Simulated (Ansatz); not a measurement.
**BF$_{2}$HO: density, localisation and related maps**

The calculation's input:

```
crystal:
  periodic: [false, false, false]
  atoms:
    - { symbol: B, position_ang: [0.0, 0.0, 0.0] }
    - { symbol: F, position_ang: [0.0, 0.0, 1.32] }
    - { symbol: O, position_ang: [1.2211, 0.0, -0.705] }
    - { symbol: H, position_ang: [1.5209, -0.9519, -0.8599] }
    - { symbol: F, position_ang: [-1.1431, 0.0, -0.66] }
basis:
  gaussian: { orbitals: def2-SVP }
hamiltonian:
  xc: pbe
  dispersion: d4
relax:
  f_tol: 0.02
  max_steps: 40
output:
  orbitals: {}
```

Launched as:

```sh
ansatz run input.yaml --threads 1 --pin off --max-ram 2048MiB --backend cpu --events-out ev --progress --plain --runs-dir out
```

The fields are those of the run's last geometry, not of the input's.

Computed with RKS PBE-D4/def2-SVP in Ansatz 0.2.0.

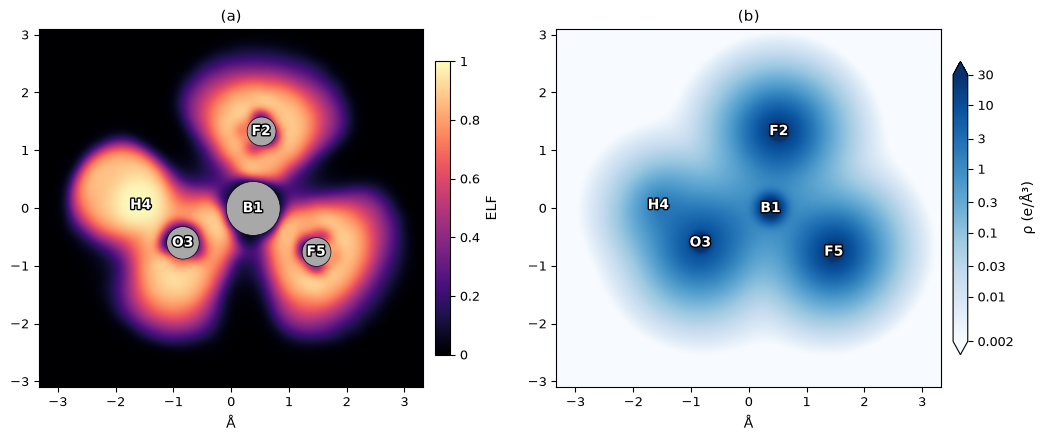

Figure 1. (a) electron localisation function; (b) total electron density on the molecular plane. Grey discs cover the atomic cores in the ELF map.

> Describe what can be read from this map.

The plane passes through B, F, O and H nuclei. B–F (1.33 Å): ρ is about 2.2 e/Å³ halfway; the ELF peaks at about 0.85 between the atoms; a polar covalent bond. B–O (1.35 Å): ρ at the midpoint is about 2.2 e/Å³; the ELF peaks at about 0.90 between the atoms; a polar covalent bond. O–H (0.97 Å): ρ is about 3.6 e/Å³ halfway; the ELF climbs to about 1 towards the hydrogen, as it does in any bond to H: an ordinary covalent bond to hydrogen. The ELF also peaks beside F5, O3 and F2, away from the bonds: lone-pair regions.

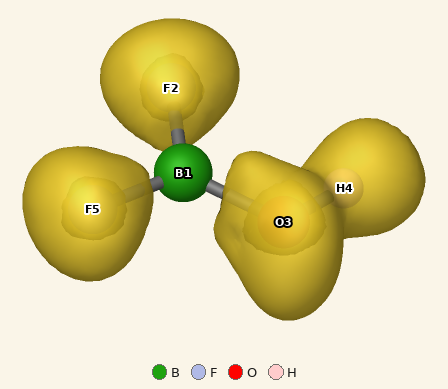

Figure 2. Isosurface of the electron localisation function at 0.75 (yellow), seen at an oblique angle. Core shells and regions of very low density are left out.

> Describe the localisation domains.

The ELF exceeds this value in two regions on F in which the atom's valence shell and bonds are merged and one joined region spread over several atoms (H, O), in which their bonds and any lone pairs are merged.

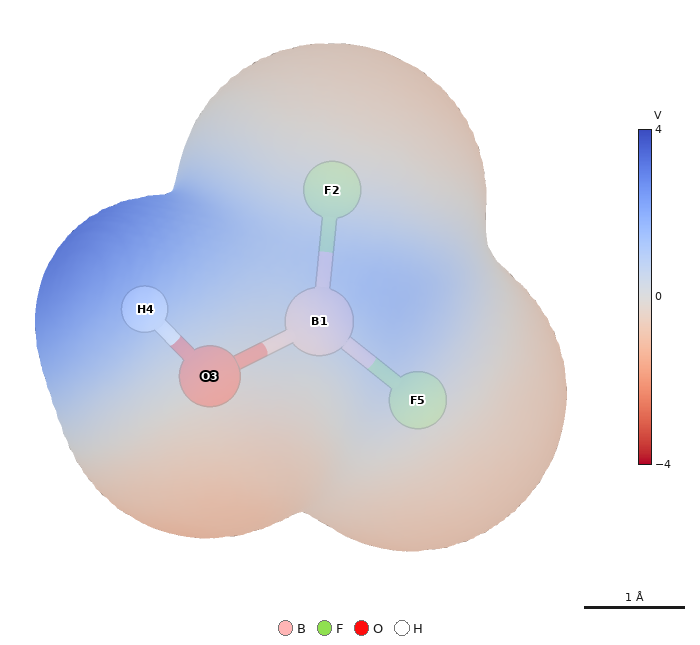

Figure 3. The molecular electrostatic potential painted on the density surface at 0.002 e/bohr³, seen at a tilt; the colour scale runs from red (negative) to blue (positive).

> Where is the surface potential most negative and most positive?

The most negative region (about −1.0 V) lies over O3, the most positive (about +3.0 V) over H4. O3 is the likeliest acceptor of a hydrogen bond.

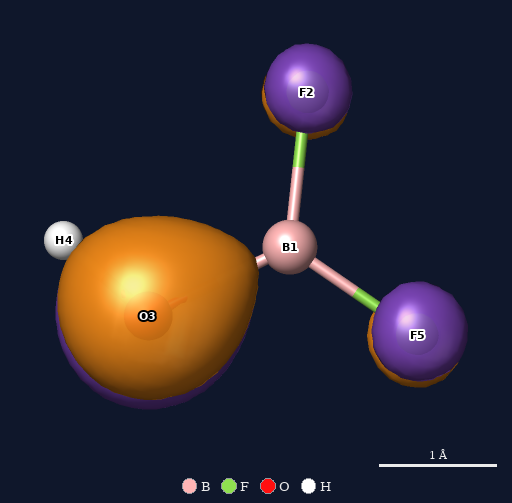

Figure 4. The HOMO at ±0.2 Å⁻³ᐟ² (orange and purple are the two phases), seen across its widest extent.

> Where does this orbital lie, and at what energy?

By Hirshfeld shares it lies mainly on O3 (about 70 %), F5 (about 10 %) and F2 (about 5 %); it changes sign across the molecular plane (π type); π-antibonding (a node) across B1–F5. Its energy is −8.55 eV.
